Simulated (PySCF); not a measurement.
# CH6NSi− (SMILES C[N-][SiH3]): MP2/def2-TZVP

What is the vertical singlet–triplet gap of CH6NSi− at MP2/def2-TZVP? 

The results are computed with PySCF 2.14.0.

### 1 The system as given

CH6NSi−: 9 atoms, total charge -1, spin state singlet. As SMILES, `C[N-][SiH3]`. The shape is that of a GFN2-xTB optimisation.

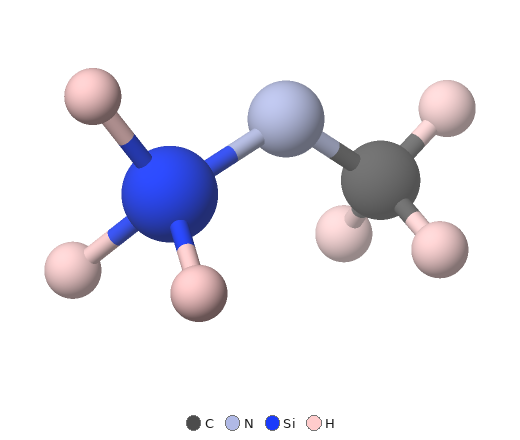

The structure, seen from a chosen angle (carbon dark grey, nitrogen light blue, silicon blue, hydrogen pink).

### 2 A single-point energy at MP2/def2-TZVP

Contents of job.py:

```python
# C[N-][SiH3]
from pyscf import gto, scf, mp

mol = gto.M(
    atom='''
C   -0.712670   0.919970  -0.811790
N   -0.509930   0.391650   0.487660
Si   0.578670  -0.793220   0.839100
H    0.184970   1.402450  -1.260460
H   -1.495620   1.699930  -0.774320
H   -1.052450   0.176080  -1.567380
H    2.062060  -0.577760   0.574520
H    0.451190  -2.171650   0.208950
H    0.493780  -1.047460   2.303720
''',
    max_memory=1860,
    basis='def2-tzvp',
    verbose=3,
    charge=-1,
)

mf = scf.RHF(mol)
mf.conv_tol = 1e-10
mf.kernel()
if not mf.converged:
    mf = mf.newton().run(mf.mo_coeff, mf.mo_occ)

pt = mp.MP2(mf, frozen=7).run()
e_final = pt.e_tot
print('E = %.10f Eh' % e_final)
```

Command:

```
$ OMP_NUM_THREADS=1 python job.py
```

Output:

```text
converged SCF energy = -384.751399104778
E(RMP2) = -385.271353008508  E_corr = -0.519953903730363
E(SCS-RMP2) = -385.276676697107  E_corr = -0.525277592328874
E = -385.2713530085 Eh
```

Run time: 6.9 s. Hardware: 1 thread of Arm Neoverse V1, shared host; peak memory 0.52 GiB.

### 3 The triplet at the same level

Contents of job.py:

```python
from pyscf import gto, scf, mp

mol = gto.M(
    atom=[
    ('C', (-0.712670, 0.919970, -0.811790)),
    ('N', (-0.509930, 0.391650, 0.487660)),
    ('Si', (0.578670, -0.793220, 0.839100)),
    ('H', (0.184970, 1.402450, -1.260460)),
    ('H', (-1.495620, 1.699930, -0.774320)),
    ('H', (-1.052450, 0.176080, -1.567380)),
    ('H', (2.062060, -0.577760, 0.574520)),
    ('H', (0.451190, -2.171650, 0.208950)),
    ('H', (0.493780, -1.047460, 2.303720)),
],
    spin=2,
    verbose=3,
    max_memory=1860,
    basis='def2-tzvp',
    charge=-1,
)

hf = scf.UHF(mol)
hf.conv_tol = 1e-10
hf.kernel()
if not hf.converged:
    hf = hf.newton().run(hf.mo_coeff, hf.mo_occ)

pt = mp.MP2(hf, frozen=7).run()
e_final = pt.e_tot
print('E(%s) = %.9f' % ('MP2', e_final))
```

Command:

```
$ OMP_NUM_THREADS=1 python job.py
```

Output:

```text
WARN: HOMO 0.0765033129271728 >= LUMO -0.224074283636419

converged SCF energy = -384.626544987616  <S^2> = 2.0130673  2S+1 = 3.0086989
E(UMP2) = -385.108916641767  E_corr = -0.482371654151111
E(SCS-UMP2) = -385.112696758753  E_corr = -0.486151771137256
E(MP2) = -385.108916642
```

Wall time 18 s (1 thread of Arm Neoverse V1, shared host); peak memory 0.54 GiB.

### 4 Results

Level: MP2/def2-TZVP, 7 core orbitals frozen.

| quantity | value |
| --- | --- |
| singlet: total energy | -385.27135 Eh |
| singlet: HOMO energy (Hartree–Fock orbitals) | -2.73 eV |
| singlet: LUMO energy (Hartree–Fock orbitals) | 8.11 eV |
| singlet: HOMO–LUMO gap (to an unbound level, set by the basis) | 10.84 eV |
| singlet: correlation energy (7 core orbitals frozen) | -520.0 mEh |
| triplet: total energy | -385.10892 Eh |
| triplet: HOMO energy (Hartree–Fock orbitals) (highest over α and β) | 2.78 eV |
| triplet: LUMO energy (Hartree–Fock orbitals) (lowest over α and β) | 6.47 eV |
| triplet: correlation energy (7 core orbitals frozen) | -482.4 mEh |
| triplet: ⟨S²⟩ of the reference determinant | 2.013 |
| vertical energy of the triplet above the singlet | 4.420 eV |

At this shape the triplet lies 4.42 eV (102 kcal/mol) above the singlet. For an anion a state so high probably lies above electron detachment. Mulliken charges (singlet) of the mean-field density run from -0.77 on N2 to +0.50 on Si3. The HOMO (triplet) lies at positive energy, 2.78 eV: the electron is unbound at this level or held by a compact basis; values depend on the basis.
